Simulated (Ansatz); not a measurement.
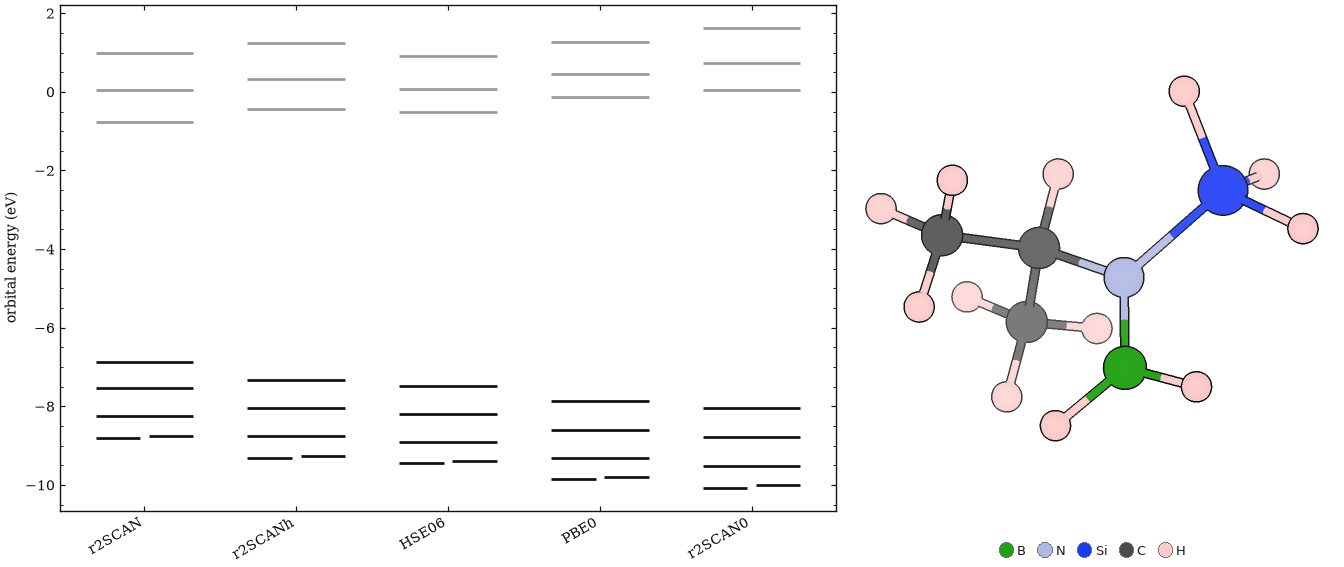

Frontier orbital energies of C₃H₁₂BNSi, SMILES BN([SiH3])C(C)C at one geometry, def2-TZVPP, the Ansatz code, at a PBE0-D4/def2-TZVP geometry (no frequency check). Empty levels are grey, levels within 0.1 eV stand side by side; all columns show the same few orbitals around the gap.

Q: How do the frontier levels move from column to column?

A: The separation grows from 6.11 eV (r2SCAN) to 8.09 eV (r2SCAN0).

```csv
level,HOMO (eV),LUMO (eV),separation (eV)
r2SCAN,−6.87,−0.76,6.11
r2SCANh,−7.33,−0.43,6.90
HSE06,−7.47,−0.52,6.95
PBE0,−7.87,−0.14,7.73
r2SCAN0,−8.03,0.06,8.09
```

Caveats, for all or some of the runs: empty levels above zero depend strongly on the basis; one conformer of a flexible molecule.
